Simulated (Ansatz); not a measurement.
# BLYP/6-31G(d) (spherical functions) run of CHClFNSi (SMILES FC1=N[SiH]1Cl)

What is the vertical ionisation energy of CHClFNSi at BLYP/6-31G* (spherical functions)? 

Program for the calculation: Ansatz 0.2.0.

153 further runs of the same task are left out: 153 set aside as unsound or not needed. Runs told in other sessions of the task aren't counted.

### 1 Starting point

The species is CHClFNSi (6 atoms), meant as a singlet with charge 0. SMILES: `FC1=N[SiH]1Cl`. The coordinates come from a PBE0-D4/def2-TZVP relaxation.

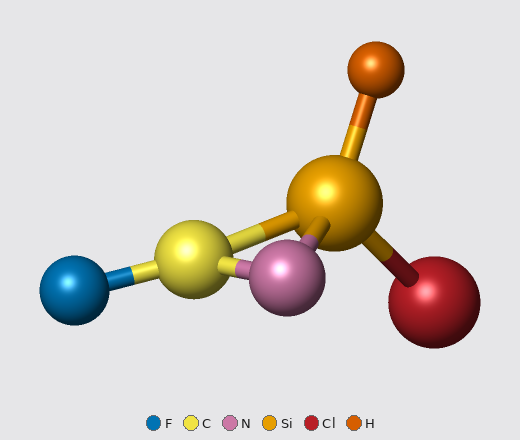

The structure, seen from a chosen angle (fluorine blue, carbon yellow, nitrogen pink, silicon amber, chlorine red, hydrogen orange).

### 2 The energy at BLYP/6-31G(d) (spherical functions)

input.yaml

```yaml
crystal:
  periodic: [false, false, false]
  atoms:
    - symbol: F
      position_ang: [0.158300, -2.281300, -0.638700]
    - symbol: C
      position_ang: [0.216600, -1.043700, -0.212100]
    - symbol: "N"
      position_ang: [1.240300, -0.391700, 0.161000]
    - symbol: Si
      position_ang: [-0.233900, 0.593200, 0.234800]
    - symbol: Cl
      position_ang: [-0.525700, 2.070200, -1.116500]
    - symbol: H
      position_ang: [-0.813600, 0.989400, 1.525400]
basis:
  gaussian:
    orbitals: 6-31G_st_-spherical.json
hamiltonian:
  xc: {name: BLYP}
accuracy: high
output:
  orbitals: {seedname: orbitals}
```

The basis set 6-31G* is read from a file made from the Basis Set Exchange's data (not shown).

Command:

```
$ ansatz run input.yaml --threads 1 --pin off --max-ram 3480MiB --events-out events.jsonl --progress --plain --runs-dir runs
```

Standard output:

```text
Warning: RAYON_NUM_THREADS=1 ignored (pool sized by the plan → 1); use --threads N
Functional definition: BLYP
  name "BLYP"
  parameter beta = 0.0042
  parameter a = 0.04918
  parameter b = 0.132
  parameter c = 0.2533
  parameter d = 0.349
  exchange = b88_x(beta = beta)
  correlation = lyp_c(a = a, b = b, c = c, d = d)
1730 factors; integrals over basis functions are off by at most 8.7e-9 eV
mean field evaluation 1: about -25649.6124 eV, gradient 6.0e1 eV
mean field evaluation 2: about -25573.3030 eV, gradient 1.5e2 eV
mean field evaluation 4: about -25657.1753 eV, gradient 1.2e1 eV
mean field evaluation 8: about -25657.5039 eV, gradient 3.6e-1 eV
mean field evaluation 16: about -25657.5043 eV, gradient 4.9e-5 eV
mean field -25657.50426630 eV, -942.8958905054 hartree, gradient 5.2e-8 eV, S^2 0.000000; 0 other end points of the search recorded, 0 dependent functions left out
reference -25657.50431434 eV, -942.8958922709 hartree; 27, 27 occupied and 53, 53 virtual orbitals, 1730 factors
Total energy: -25657.50431434 eV, -942.8958922709 hartree
```

It took 5.7 s on 1 thread of Arm Neoverse V1, shared host; peak memory 0.19 GiB.

### 3 The doublet cation

in.yaml

```yaml
crystal:
  periodic: [false, false, false]
  atoms:
    - symbol: F
      position_ang: [0.158300, -2.281300, -0.638700]
    - symbol: C
      position_ang: [0.216600, -1.043700, -0.212100]
    - symbol: N
      position_ang: [1.240300, -0.391700, 0.161000]
    - symbol: Si
      position_ang: [-0.233900, 0.593200, 0.234800]
    - symbol: Cl
      position_ang: [-0.525700, 2.070200, -1.116500]
    - symbol: H
      position_ang: [-0.813600, 0.989400, 1.525400]
basis:
  gaussian: {orbitals: 6-31G_st_-spherical.json}
magnetization: {spin_polarized: true, initial_magnetization: 1}
hamiltonian: {xc: {name: BLYP}}
total_charge: 1
accuracy: high
output: {orbitals: {seedname: orbitals}}
```

The basis set 6-31G* is read from a file made from the Basis Set Exchange's data (not shown).

Command:

```
$ ansatz run in.yaml --threads 1 --pin off --max-ram 3480MiB --events-out events.jsonl --progress --plain --runs-dir runs
```

Standard output (excerpt; [...] marks lines left out):

```text
Warning: RAYON_NUM_THREADS=1 ignored (pool sized by the plan → 1); use --threads N
[... 9 set-up lines as earlier in the session ...]
1729 factors; integrals over basis functions are off by at most 8.7e-9 eV
mean field evaluation 1: about -25630.2752 eV, gradient 5.7e1 eV
mean field evaluation 2: about -25473.8116 eV, gradient 1.5e2 eV
mean field evaluation 4: about -25645.6518 eV, gradient 2.1e1 eV
mean field evaluation 8: about -25648.0942 eV, gradient 8.1e-1 eV
mean field evaluation 16: about -25648.0854 eV, gradient 5.3e-4 eV
mean field evaluation 32: about -25647.4186 eV, gradient 4.4e0 eV
mean field -25648.08537909 eV, -942.5497527848 hartree, gradient 3.9e-8 eV, S^2 0.752267; 2 other end points of the search recorded, 0 dependent functions left out
reference -25648.08542542 eV, -942.5497544874 hartree; 27, 26 occupied and 53, 54 virtual orbitals, 1729 factors
Total energy: -25648.08542542 eV, -942.5497544874 hartree
```

Wall time 10 s (1 thread of Arm Neoverse V1, shared host); peak memory 0.25 GiB.

### 4 Results

At BLYP/6-31G* (spherical functions):

```
                                          quantity          value
                    singlet CHClFNSi: total energy  -942.89589 Eh
                     singlet CHClFNSi: HOMO energy       -6.01 eV
                     singlet CHClFNSi: LUMO energy       -1.32 eV
                   singlet CHClFNSi: HOMO–LUMO gap        4.69 eV
                      doublet cation: total energy  -942.54975 Eh
doublet cation: HOMO energy (highest over α and β)      -13.75 eV
 doublet cation: LUMO energy (lowest over α and β)      -12.78 eV
                              doublet cation: ⟨S²⟩          0.752
vertical ionisation energy (to the doublet cation)       9.419 eV
```

Removing an electron at fixed nuclei costs 9.42 eV (909 kJ/mol). −ε(HOMO) before ionisation, 6.01 eV, is 3.40 eV below this ionisation energy.
